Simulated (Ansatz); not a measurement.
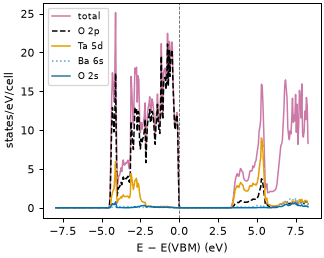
Figure. Total and projected density of states of Ba$_{3}$CaTa$_{2}$O$_{9}$ in space group P-3m1 (No. 164; Pearson symbol hP15), plane-wave PAW LDA (Ansatz code)

Task: Which orbitals carry the states next to the gap?

Result: Top 1 eV of the valence band: O 2p 95 %. Bottom 1 eV of the conduction band: Ta 5d 64 %, O 2p 17 %, outside the projected shells 15 %. Projections are on Löwdin-orthogonalised atomic valence shells; empty p or d shells of many metals are not among them.

Task: Where is the tallest occupied peak in this window, and what makes it?

Result: Near -4.1 eV, about 25 states/eV per cell; the largest projected share is O 2p.

The workflow started from a Materials Project entry (that database holds measured and hypothetical structures alike); the Crystallography Open Database copy checked does not list it. Its standing as an ambient phase is unchecked. Symmetry was held in the LDA relaxation; of distortions, only those at the zone centre were tested, and some modes there are weakly imaginary. The run is not spin-polarised. Scalar-relativistic: spin–orbit coupling is off unless named, which matters more the heavier the elements.

Potentials: the later of the program's two PAW sets.
